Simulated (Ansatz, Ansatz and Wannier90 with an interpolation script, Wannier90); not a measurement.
# CsCdCl3 (Pm-3m): quasiparticle bands by Wannier interpolation, part 2 of 3

Wanted: quasiparticle gap and band widths of CsCdCl3 (Pm-3m) over the whole zone.

Ansatz 0.2.0; LDA, Wannier functions and G0W0, plane waves, PAW. Known limits of the many-body steps: not at the basis limit; d shell near the gap, gap tends to lie low; no spin-orbit coupling.

So far. Step 2 (LDA bands): The gap is indirect, with the least direct gap 0.59 eV higher.

The database entry behind the starting cell is an old determination (1928), so it need not match the best structure at ambient conditions.

### 4. Wannier functions by Wannier90 (Cd:5s Cl:3p) on 8×8×8

Localised functions give a small Hamiltonian that interpolates between mesh points at no cost.

This step: maximally localised Wannier functions from the overlaps of LDA states (plane waves, PAW).

The input, w.win:

```
num_iter = 1200
conv_tol = 1.0e-8
conv_window = 5
dis_num_iter = 4000
dis_conv_tol = 1.0e-8
dis_mix_ratio = 0.7
write_hr = true
use_ws_distance = false
num_print_cycles = 50
! ansatz wannier90 interface
! projections by site (counted from 0) and shell: 1 5S, 2 3P, 3 3P, 4 3P
! states of the run's bands (counted from 1): 1-33
num_bands = 33
num_wann  = 10
dis_win_min = -1.62
dis_win_max = 12.17
dis_froz_min = -1.62
dis_froz_max = 5.71
guiding_centres = true

begin unit_cell_cart
Ang
                      5.2                      0.0                      0.0
                      0.0                      5.2                      0.0
                      0.0                      0.0                      5.2
end unit_cell_cart

begin atoms_frac
Cs                       0.0                      0.0                      0.0
Cd                       0.5                      0.5                      0.5
Cl                       0.0                      0.5                      0.5
Cl                       0.5                      0.0                      0.5
Cl                       0.5                      0.5                      0.0
end atoms_frac

mp_grid = 8 8 8

[... the mesh's points ...]
```

On the command line:

```console
OMP_NUM_THREADS=1 mpirun -n 8 wannier90.x w > wannier90.x.log
```

Numbers of over 12 decimals in the logs are rounded to 6 here.

What it wrote:

```text
TEM
                                    ------

                              Lattice Vectors (Ang)
                    a_1     5.200000   0.000000   0.000000
                    a_2     0.000000   5.200000   0.000000
                    a_3     0.000000   0.000000   5.200000

                   Unit Cell Volume:     140.60800  (Ang^3)

                        Reciprocal-Space Vectors (Ang^-1)
                    b_1     1.208305   0.000000   0.000000
                    b_2     0.000000   1.208305   0.000000
                    b_3     0.000000   0.000000   1.208305

 *----------------------------------------------------------------------------*
 |   Site       Fractional Coordinate          Cartesian Coordinate (Ang)     |
 +----------------------------------------------------------------------------+
 | cs   1   0.00000   0.00000   0.00000   |    0.00000   0.00000   0.00000    |
 | cd   1   0.50000   0.50000   0.50000   |    2.60000   2.60000   2.60000    |
 | cl   1   0.00000   0.50000   0.50000   |    0.00000   2.60000   2.60000    |
 | cl   2   0.50000   0.00000   0.50000   |    2.60000   0.00000   2.60000    |
 | cl   3   0.50000   0.50000   0.00000   |    2.60000   2.60000   0.00000    |
 *----------------------------------------------------------------------------*
                                ------------
                                K-POINT GRID
                                ------------

             Grid size =  8 x  8 x  8      Total points =  512

 *---------------------------------- MAIN ------------------------------------*
 |  Number of Wannier Functions               :                10             |
 |  Number of Objective Wannier Functions     :                10             |
 |  Number of input Bloch states              :                33             |
 |  Output verbosity (1=low, 5=high)          :                 1             |
 |  Timing Level (1=low, 5=high)              :                 1             |
 |  Optimisation (0=memory, 3=speed)          :                 3             |
 |  Length Unit                               :               Ang             |
 |  Post-processing setup (write *.nnkp)      :                 F             |
 |  Using Gamma-only branch of algorithms     :                 F             |
 *----------------------------------------------------------------------------*
 *------------------------------- WANNIERISE ---------------------------------*
 |  Total number of iterations                :              1200             |
 |  Number of CG steps before reset           :                 5             |
 |  Trial step length for line search         :             2.000             |
 |  Convergence tolerence                     :         0.100E-07             |
 |  Convergence window                        :                 5             |
 |  Iterations between writing output         :                50             |
 |  Iterations between backing up to disk     :               100             |
 |  Write r^2_nm to file                      :                 F             |
 |  Write xyz WF centres to file              :                 F             |
 |  Write on-site energies <0n|H|0n> to file  :                 F             |
 |  Use guiding centre to control phases      :                 T             |
 |  Use phases for initial projections        :                 F             |
 |  Iterations before starting guiding centres:                 0             |
 |  Iterations between using guiding centres  :                 1             |
 *----------------------------------------------------------------------------*
 *------------------------------- DISENTANGLE --------------------------------*
 |  Using band disentanglement                :                 T             |
 |  Total number of iterations                :              4000             |
 |  Mixing ratio                              :             0.700             |
 |  Convergence tolerence                     :         1.000E-08             |
 |  Convergence window                        :                 3             |
 *----------------------------------------------------------------------------*
 *-------------------------------- PLOTTING ----------------------------------*
 |  Plotting Hamiltonian in WF basis          :                 T             |
 *----------------------------------------------------------------------------*

 *---------------------------------- K-MESH ----------------------------------*
 +----------------------------------------------------------------------------+
 |                    Distance to Nearest-Neighbour Shells                    |
 |                    ------------------------------------                    |
 |          Shell             Distance (Ang^-1)          Multiplicity         |
 |          -----             -----------------          ------------         |
 |             1                   0.151038                      6            |
 |             2                   0.213600                     12            |
 |             3                   0.261606                      8            |
 |             4                   0.302076                      6            |
 |             5                   0.337731                     24            |
[...]
|             2         0.000000    0.151038    0.000000                     |
 |             3         0.151038    0.000000    0.000000                     |
 +----------------------------------------------------------------------------+

 Starting a new Wannier90 calculation ...

 Reading overlaps from w.mmn    : ansatz wannier90 interface

 Reading projections from w.amn : ansatz wannier90 interface

 *------------------------------- DISENTANGLE --------------------------------*
 +----------------------------------------------------------------------------+
 |                              Energy  Windows                               |
 |                              ---------------                               |
 |                   Outer:   -1.62000  to   12.17000  (eV)                   |
 |                   Inner:   -1.62000  to    5.71000  (eV)                   |
 +----------------------------------------------------------------------------+
   Number of target bands to extract:   10

                   Unitarised projection of Wannier functions
                   ------------------------------------------
   A_mn = <psi_m|g_n> --> S = A.A^+ --> U = S^-1/2.A
   In dis_project... done
   Using an inner window (linner = T)
   In dis_proj_froz... done

                   Extraction of optimally-connected subspace
                   ------------------------------------------
 +---------------------------------------------------------------------+<-- DIS
 |  Iter     Omega_I(i-1)      Omega_I(i)      Delta (frac.)    Time   |<-- DIS
 +---------------------------------------------------------------------+<-- DIS
       1      23.09976056      22.56621099       2.364E-02      0.00    <-- DIS
       2      22.64874817      22.32545918       1.448E-02      0.01    <-- DIS
       3      22.38734614      22.17463220       9.593E-03      0.01    <-- DIS
      50      21.53953371      21.53891049       2.893E-05      0.26    <-- DIS
     100      21.53596157      21.53594278       8.724E-07      0.51    <-- DIS
     150      21.53592854      21.53592732       5.662E-08      0.77    <-- DIS

             <<<      Delta < 1.000E-08  over  3 iterations     >>>
             <<< Disentanglement convergence criteria satisfied >>>

        Final Omega_I    21.53592724 (Ang^2)

 +----------------------------------------------------------------------------+

 Writing checkpoint file w.chk... done

 *------------------------------- WANNIERISE ---------------------------------*
 +--------------------------------------------------------------------+<-- CONV
 | Iter  Delta Spread     RMS Gradient      Spread (Ang^2)      Time  |<-- CONV
 +--------------------------------------------------------------------+<-- CONV

 ------------------------------------------------------------------------------
 Initial State
  WF centre and spread    1  (  2.600000,  2.600000,  2.600000 )     3.89583260
  WF centre and spread    2  (  0.000000,  2.600000,  2.600000 )     1.76942332
  WF centre and spread    3  ( -0.000000,  2.600000,  2.600000 )     2.48114723
  WF centre and spread    4  (  0.000000,  2.600000,  2.600000 )     1.76942332
  WF centre and spread    5  (  2.600000,  0.000000,  2.600000 )     1.76942332
  WF centre and spread    6  (  2.600000,  0.000000,  2.600000 )     1.76942332
  WF centre and spread    7  (  2.600000,  0.000000,  2.600000 )     2.48114723
  WF centre and spread    8  (  2.600000,  2.600000,  0.000000 )     2.48114723
  WF centre and spread    9  (  2.600000,  2.600000,  0.000000 )     1.76942332
  WF centre and spread   10  (  2.600000,  2.600000,  0.000000 )     1.76942332
  Sum of centres and spreads ( 18.200000, 18.200000, 18.200000 )    21.95581421

      0     0.220E+02     0.0000000000       21.9558142148       1.00  <-- CONV
        O_D=      0.0000000 O_OD=      0.4198870 O_TOT=     21.9558142 <-- SPRD
 ------------------------------------------------------------------------------
 Cycle:      1
[...]
Sum of centres and spreads ( 18.200000, 18.200000, 18.200000 )    21.93154131

      1    -0.243E-01     0.1194493383       21.9315413116       1.01  <-- CONV
        O_D=      0.0000000 O_OD=      0.3956141 O_TOT=     21.9315413 <-- SPRD
 Delta: O_D=  0.3349763E-20 O_OD= -0.2427290E-01 O_TOT= -0.2427290E-01 <-- DLTA
 ------------------------------------------------------------------------------

             <<<     Delta < 1.000E-08  over  5 iterations     >>>
             <<< Wannierisation convergence criteria satisfied >>>

 Final State
[...]
WF centre and spread    6  (  2.600000,  0.000000,  2.600000 )     1.76754678
  WF centre and spread    7  (  2.600000,  0.000000,  2.600000 )     2.33778577
  WF centre and spread    8  (  2.600000,  2.600000, -0.000000 )     2.33778577
  WF centre and spread    9  (  2.600000,  2.600000,  0.000000 )     1.76754678
  WF centre and spread   10  (  2.600000,  2.600000,  0.000000 )     1.76754678
  Sum of centres and spreads ( 18.200000, 18.200000, 18.200000 )    21.85178761

         Spreads (Ang^2)       Omega I      =    21.535927242
        ================       Omega D      =     0.000000000
                               Omega OD     =     0.315860371
    Final Spread (Ang^2)       Omega Total  =    21.851787613
 ------------------------------------------------------------------------------

 Writing checkpoint file w.chk... done

 *---------------------------------------------------------------------------*
 |                               PLOTTING                                    |
 *---------------------------------------------------------------------------*

 *===========================================================================*
 |                             TIMING INFORMATION                            |
 *===========================================================================*
 |    Tag                                                Ncalls      Time (s)|
 |---------------------------------------------------------------------------|
 |kmesh: get                                        :         1         0.142|
 |overlap: read                                     :         1         2.584|
 |dis: main                                         :         1         1.027|
 |wann: main                                        :         1         0.413|
 |plot: main                                        :         1         0.144|
 *---------------------------------------------------------------------------*
 All done: wannier90 exiting
```

Wall time 5.4 s (8 MPI ranks of Arm Neoverse V1, shared host); 41 s of CPU time.

This step gave:

* gauge-invariant spread: 21.54 Å²
* diagonal spread: 0 Å²
* off-diagonal spread: 0.3159 Å²
* total spread: 21.85 Å²
* disentanglement steps: 185
* r.m.s. interpolation error: 4.42e-4 eV
* r.m.s. error near the gap: 3.96e-4 eV

Near the gap the model misses directly solved bands by 0.4 meV r.m.s. and by 4 meV at most in the window tested. This tests the starting bands, not the corrections carried with them.

Wannier functions, by row:

| function | x (Å) | y (Å) | z (Å) | spread (Å²) | nearest atom | distance (Å) |
| --- | --- | --- | --- | --- | --- | --- |
| 1 | 2.6 | 2.6 | 2.6 | 4.233 | Cd2 | 0 |
| 2 | 0 | 2.6 | 2.6 | 1.768 | Cl3 | 0 |
| 3 | 0 | 2.6 | 2.6 | 2.338 | Cl3 | 0 |
| 4 | 0 | 2.6 | 2.6 | 1.768 | Cl3 | 0 |
| 5 | 2.6 | 0 | 2.6 | 1.768 | Cl4 | 0 |
| 6 | 2.6 | 0 | 2.6 | 1.768 | Cl4 | 0 |
| 7 | 2.6 | 0 | 2.6 | 2.338 | Cl4 | 0 |
| 8 | 2.6 | 2.6 | 0 | 2.338 | Cl5 | 0 |
| 9 | 2.6 | 2.6 | 0 | 1.768 | Cl5 | 0 |
| 10 | 2.6 | 2.6 | 0 | 1.768 | Cl5 | 0 |

Frozen up to 2.01 eV; above it the model need not follow the bands. Electronic bands along the path, in eV, zero at the valence-band top:

| point | band 22 | band 23 | band 24 | band 25 | band 26 |
| --- | --- | --- | --- | --- | --- |
| Γ | -0.92 | -0.59 | -0.59 | -0.59 | 1.51 |
| X | -0.91 | -0.91 | -0.86 | -0.86 | 4.26 |
| M | -1.07 | -1.07 | -0.29 | -0.01 | 6.04 |
| Γ | -0.92 | -0.59 | -0.59 | -0.59 | 1.51 |
| R | -0.27 | -0.27 | 0.00 | 0.00 | 7.84 |
| X | -0.91 | -0.91 | -0.86 | -0.86 | 4.26 |
| jump to R | -0.27 | -0.27 | 0.00 | 0.00 | 7.84 |
| M | -1.07 | -1.07 | -0.29 | -0.01 | 6.04 |

The same for Kohn-Sham, solved directly:

| point | band 22 | band 23 | band 24 | band 25 | band 26 |
| --- | --- | --- | --- | --- | --- |
| Γ | -0.92 | -0.59 | -0.59 | -0.59 | 1.51 |
| X | -0.91 | -0.91 | -0.86 | -0.86 | 4.25 |
| M | -1.07 | -1.07 | -0.29 | -0.01 | 6.04 |
| Γ | -0.92 | -0.59 | -0.59 | -0.59 | 1.51 |
| R | -0.27 | -0.27 | 0.00 | 0.00 | 5.65 |
| X | -0.91 | -0.91 | -0.86 | -0.86 | 4.25 |
| R | -0.27 | -0.27 | 0.00 | 0.00 | 5.65 |
| M | -1.07 | -1.07 | -0.29 | -0.01 | 6.04 |

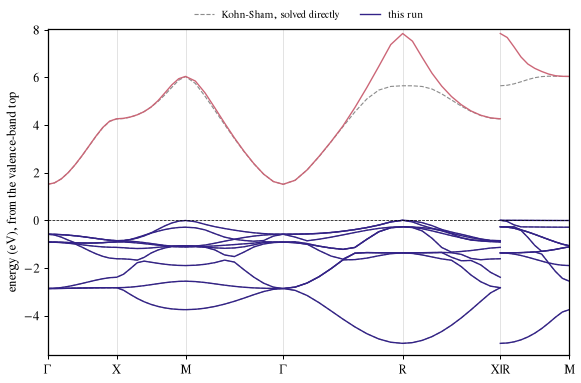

Electronic bands along the path; lines of filled and empty bands in two colours; dashed: Kohn-Sham, solved directly.

### 5. G0W0 at every point of the mesh: 4×4×4 mesh, 528 empty bands, screening to 140 eV

G0W0 replaces the xc potential by the self-energy, built once from these orbitals. Only a window of levels is corrected, while the sums run over the empty bands that the input names.

This step: G0W0 on LDA, plane waves, PAW.

The input, input.yaml:

```yaml
crystal:
  lattice:
    - [5.2, 0.0, 0.0]
    - [0.0, 5.2, 0.0]
    - [0.0, 0.0, 5.2]
  atoms:
    - { symbol: Cs, position: [0.0, 0.0, 0.0] }
    - { symbol: Cd, position: [0.5, 0.5, 0.5] }
    - { symbol: Cl, position: [0.0, 0.5, 0.5] }
    - { symbol: Cl, position: [0.5, 0.0, 0.5] }
    - { symbol: Cl, position: [0.5, 0.5, 0.0] }
kpoints:
  mp_grid: { grid: [4, 4, 4] }
hamiltonian:
  xc: lda
scf:
  occupations: { method: fixed }
gw:
  n_empty_bands: 528
  ecut_chi: 140.0
  qp_bands: [v9, c1]
  screening: { model: contour_deformation }
```

On the command line:

```console
ansatz run input.yaml --threads 8 --pin off --max-ram 18432MiB --backend cpu --events-out ev --progress --plain --runs-dir out
```

What it wrote:

```text
[...]
Crystal: 5 atoms, lattice volume = 140.608 Å³
Basis set: ecut = 420 eV, 2777 PW (Γ)
Bands: 30, of which v1, the nominal top of the filled ones, is band 25 counted from 1 (24 counted from 0)
Symmetry: 48 space group operations
[...]
k-points: 10 of 64
[...]
SCF iter   1: F=—  HF=-16762.450662 eV  |F-HF|=—  |Δ(HF+E_count)|=         —  Δρ=7.35e-3  dr2=7.21e-2  ethr=1.77e-3  ⟨swp⟩=5.0  Hψ=1097  notcnv=0  defer=19
[...]
SCF iter   7: F=-16762.426182 eV  HF=-16762.426182 eV  |F-HF|=1.63e-9  |Δ(HF+E_count)|=   2.20e-8  Δρ=1.92e-6  dr2=9.38e-9  ethr=2.00e-10  ⟨swp⟩=10.4  Hψ=1243  notcnv=0
SCF 1 converged in 7 iterations: F = -16762.426182 eV  dr2 = 9.38e-9
[...]
G₀W₀ screening: q 1/10
[... further progress lines ...]
SCF converged after 7 iterations
Free energy (F): -16762.426182 eV
[...]
Internal energy: -16762.426182 eV  (E = F + TS)
E sigma→0 (E₀):  -16762.426182 eV
Fermi energy:    3.696814 eV
[...]
--- Band table (eV; the first three rows and the last of 10) ---
  k-point 0: bands = [... 21 lower, 2.7811, 3.1106, 3.1106, 3.1106, 5.2075, 9.2588, 9.5906, 9.5906, ... 1 higher]
  k-point 1: bands = [... 21 lower, 2.7430, 2.7430, 3.0124, 3.0124, 6.4043, 9.9276, 10.1750, 10.2586, ... 1 higher]
  k-point 2: bands = [... 21 lower, 2.7886, 2.7886, 2.8411, 2.8411, 7.9503, 10.6176, 10.9254, 11.4344, ... 1 higher]
  k-point 9: bands = [... 21 lower, 3.4249, 3.4249, 3.6968, 3.6968, 9.3457, 9.3457, 9.3457, 10.9458, ... 1 higher]
--- G₀W₀: contour deformation, 7 samples at zero and on the imaginary axis and 2 off it, 64 q-points, 528 empty bands' worth ---
  eigenvalues of the whole cell's RPA ε∞ on this k-mesh (on a slab, of 1 + 4πα/V) = 3.5691, 3.5691, 3.5691; static W/v taken at q = 0 is 0.280184
  bands read: the sum over 553 bands ends inside a degenerate multiplet in 3 slots, whose members it reads at an even weight; the widest, k=2: bands 553 to 554 (counted from 1) at 1/2 each
    ik  band        ε_KS         Σx   Σc(E_QP)       V_xc       Z   E_QP_lin       E_QP  E_QP is
     0    17      0.8315   -19.6780     3.1597   -15.4498  0.7258    -0.2806    -0.2371  root
     0    18      0.8315   -19.6780     3.1597   -15.4498  0.7258    -0.2806    -0.2371  root
     0    19      0.8315   -19.6780     3.1597   -15.4498  0.7258    -0.2806    -0.2371  root
     0    20      2.7811   -20.5695     3.1214   -16.1391  0.7536     1.4285     1.4721  root
     0    21      2.7811   -20.5695     3.1214   -16.1391  0.7536     1.4285     1.4721  root
     0    22      2.7811   -20.5695     3.1214   -16.1391  0.7536     1.4285     1.4721  root
     0    23      3.1106   -21.0205     2.8379   -16.9815  0.7594     1.8776     1.9094  root
     0    24      3.1106   -21.0205     2.8379   -16.9815  0.7594     1.8776     1.9094  root
     0    25      3.1106   -21.0205     2.8379   -16.9815  0.7594     1.8776     1.9094  root
     0    26      5.2075   -10.0324    -3.7835   -14.7826  0.8144     6.1844     6.1742  root
     1    17      0.8529   -19.5624     3.1697   -15.3387  0.7244    -0.2450    -0.2010  root
     1    18      0.8529   -19.5624     3.1697   -15.3387  0.7244    -0.2450    -0.2010  root
     1    19      1.0449   -20.8936     3.0159   -16.8749  0.7348     0.0119     0.0421  root
     1    20      2.5682   -20.0777     2.7802   -16.1256  0.7569     1.3621     1.3963  root
[...]
9    22      3.4249   -21.2113     2.9510   -16.9928  0.7595     2.1218     2.1574  root
     9    23      3.4249   -21.2113     2.9510   -16.9928  0.7595     2.1218     2.1574  root
     9    24      3.6968   -24.2700     2.6042   -20.7308  0.7702     2.7465     2.7618  root
     9    25      3.6968   -24.2700     2.6042   -20.7308  0.7702     2.7465     2.7618  root
     9    26      9.3457    -6.1201    -3.9323   -11.0031  0.8221    10.3088    10.2964  root
```

Run time: 4 min. Hardware: 8 threads; peak memory 4.1 GiB; 30 min of CPU time.

This step gave:

```yaml
bands_summed: 553
rpa_eps_infinity_on_this_mesh_eigenvalues: 3.569, 3.569, 3.569
plane_waves_in_the_screening_matrix: 515
q_points_in_the_mesh: 64
g0w0_gap_on_the_mesh: 3.412 eV
k_of_the_valence_top: -0.5, -0.5, -0.5
k_of_the_conduction_bottom: 0, 0, 0
starting_gap_on_the_mesh: 1.511 eV
z_at_the_valence_top: 0.7702
z_at_the_conduction_bottom: 0.8144
least_direct_g0w0_gap_on_the_computed_points: 4.265 eV
```

The gap on the mesh goes from 1.51 eV to 3.41 eV, a correction of +1.90 eV. Between the two edge states, bare exchange in place of the xc potential would open the gap by 8.29 eV, and correlation takes back 6.39 eV.

(Continued in part 3 of 3.)

[Paths, hosts, dates, memory and timing lines, banners, echoed tables and standing remarks are left out of the program output.]

[Logs are printed without paths, hosts, clocks, repeated set-up lines and the standing remarks that a program may print on its own settings, such as how far it seeks lower states.]

[Runs of the session that timed out or met a known fault of the program may be left out.]

[Hosts, paths, dates, database ids (printed as entryN), source tags and the programs' standing remarks are cut or masked in the printed files.]
